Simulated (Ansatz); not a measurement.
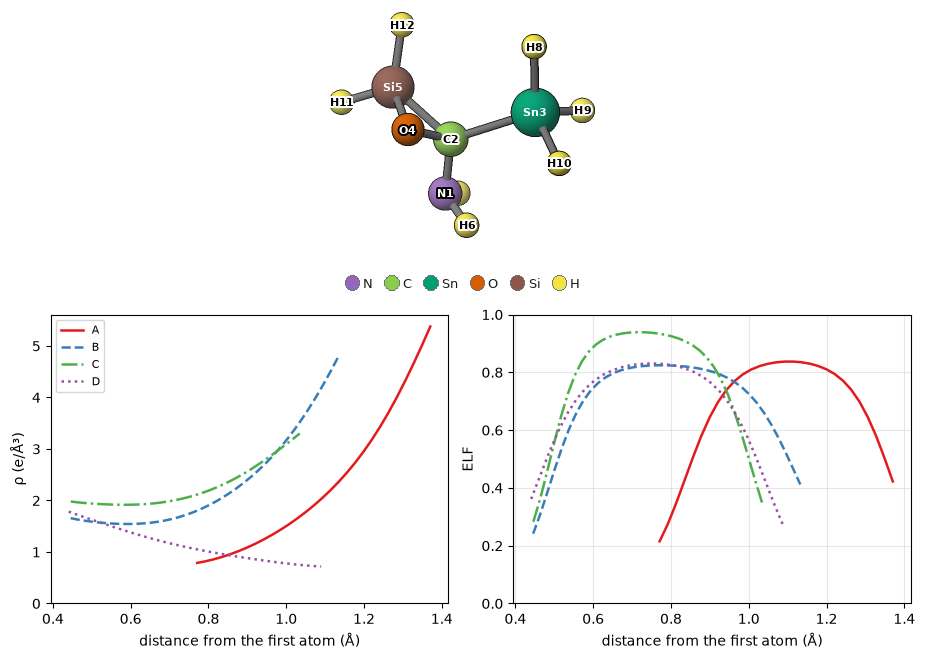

The picture shows: CH₇NOSiSn. Electron density and ELF along straight lines between neighbouring atoms. The curves leave out the atomic cores. The structure is drawn too.

Core potentials replace the inner electrons of Sn.

These are results of RKS PBE/def2-SVP (Ansatz 0.2.0), not measurements.

Input

```
crystal:
  periodic: [false, false, false]
  atoms:
    - { symbol: "N", position_ang: [-0.4908, 1.6432, -0.1656] }
    - { symbol: C, position_ang: [-0.0674, 0.3198, -0.3265] }
    - { symbol: Sn, position_ang: [0.9444, -0.6006, 1.2938] }
    - { symbol: O, position_ang: [0.5791, 0.1158, -1.5535] }
    - { symbol: Si, position_ang: [-1.0453, -0.7465, -1.4703] }
    - { symbol: H, position_ang: [0.2819, 2.2914, 0.0903] }
    - { symbol: H, position_ang: [-1.1702, 1.701, 0.6383] }
    - { symbol: H, position_ang: [1.5263, -2.1895, 0.8223] }
    - { symbol: H, position_ang: [-0.0925, -0.6949, 2.7278] }
    - { symbol: H, position_ang: [2.3772, 0.3671, 1.7474] }
    - { symbol: H, position_ang: [-1.9984, -0.0838, -2.352] }
    - { symbol: H, position_ang: [-0.7672, -2.1782, -1.4181] }
basis:
  gaussian: { orbitals: def2-SVP }
hamiltonian:
  xc: pbe
relax:
  f_tol: 0.02
  max_steps: 50
output:
  orbitals: {}
```

Launched as:

```sh
ansatz run input.yaml --threads 2 --pin off --max-ram 3072MiB --backend cpu --events-out ev --progress --plain --runs-dir out
```

The fields are those of the relaxed geometry.

Which curve belongs to which contact (C–N, C–O, C–Si and Si–O)? The first atom named is at distance zero.

Curve A: Si–O (1.71 Å): the density is about 0.96 e/Å³ at the midpoint; the ELF peaks at about 0.85 between the atoms, as expected for a shared but strongly polarised pair. Curve B: C–O (1.49 Å): the density is about 1.7 e/Å³ at the midpoint, with its minimum of 1.5 e/Å³ about 0.6 Å from C; the ELF peaks at about 0.80 between the atoms; a shared but strongly polarised pair. Curve C: C–N (1.43 Å): ρ is about 2 e/Å³ halfway; the ELF peaks at about 0.95 between the atoms, as expected for a shared electron pair. Curve D: C–Si (1.86 Å): the density is about 0.85 e/Å³ at the midpoint; the ELF peaks at about 0.85 between the atoms (a shared electron pair).
